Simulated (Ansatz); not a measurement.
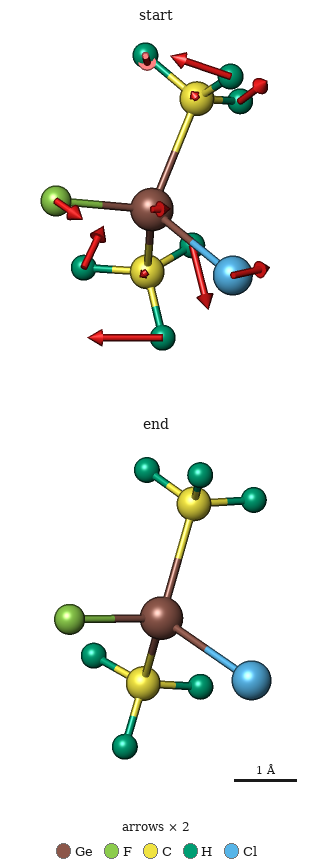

The structure of C₂H₆ClFGe before (top) and after (bottom) a relaxation, at one scale. The red arrows give the displacements, 2 times their true length.

The picture is a ball-and-stick view, seen from a free direction.

The run prepares the start of a later molecular dynamics calculation, from a guessed geometry.

Theory: Ansatz 0.2.0, RKS PBE0-D4/def2-SVP. Set-up: no spin polarisation; force threshold 0.02 eV/Å; at most 40 steps.

Q: Summarise the run.

A: The energy falls by 0.204 eV in 11 accepted moves (12 points after the start). The largest force component goes from 3 to 0.019 eV/Å. The line search rejected the trial step at point 5 of the run. The atom that moves furthest after the best rigid fit is an H atom (0.62 Å). Largest moves by element: H 0.62 Å, Cl 0.43 Å, F 0.32 Å, Ge 0.19 Å, C 0.09 Å. Near-neighbour distances that change, for instance: F–Ge 1.680 → 1.744 Å, Cl–Ge 2.218 → 2.161 Å, C–Ge 1.960 → 1.928 Å, C–H 1.110 → 1.099 Å. Among the angles between lasting bonds that change: C–Ge–C 109.5° → 118.7°, F–Ge–Cl 109.5° → 105.3°, F–Ge–C 109.4° → 107.3°. Groups turn about C–Ge by about 35°, C–Ge by about 30°. The run took 22 s on 2 threads of AMD EPYC 9R45 (Zen 5), on a shared host, peak memory 0.34 GiB.
